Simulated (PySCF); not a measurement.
SMILES [NH4+] (charge +1) at its CAM-B3LYP/def2-SVP optimised geometry (Å):

```
5

N     -0.3439    -0.2432     0.0000
H     -0.6878    -0.7296     0.8424
H     -0.6878     0.7296     0.0000
H      0.6878    -0.2432     0.0000
H     -0.6878    -0.7296    -0.8424
```

Method: CAM-B3LYP/def2-TZVP in PySCF. Cells within 0.4 Å of a nucleus heavier than hydrogen are left out (blank, or x).

Map of the deformation density (molecule minus spherical neutral atoms) (e/bohr³) on the plane z = 0.0 Å:

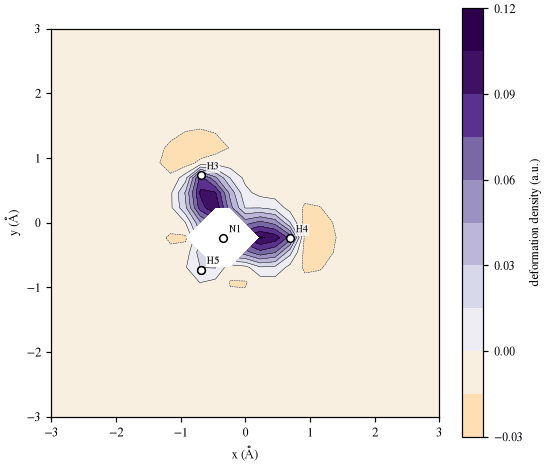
Figure. Deformation density (molecule minus spherical neutral atoms) (e/bohr³) on the plane z = 0.0 Å.
